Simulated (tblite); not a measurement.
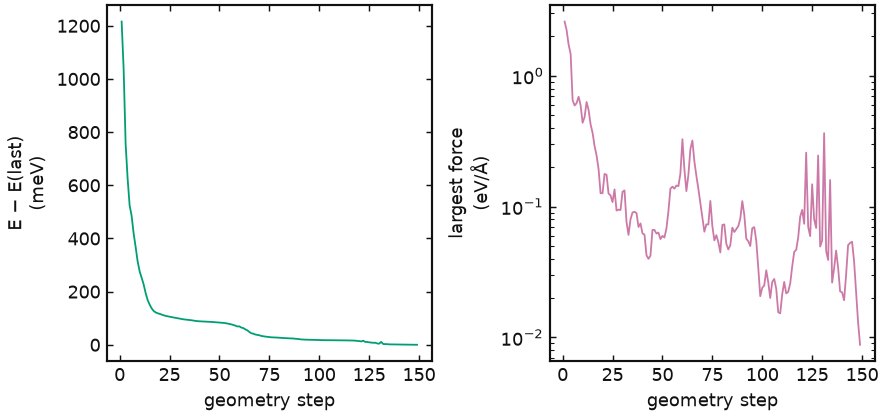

History of a geometry optimisation.

C2H9AsSi (SMILES CC[AsH][SiH3]); GFN2-xTB geometry optimisation, gas phase in tblite 0.8.0.

How did it end, and what did it gain?

Answer. The optimisation met its thresholds at geometry 149, counting the start as the first. The energy fell by about 1200 meV from the first step to the last. The largest force goes from about 2.6 eV/Å at the start to 9 × 10⁻³ eV/Å at the end.
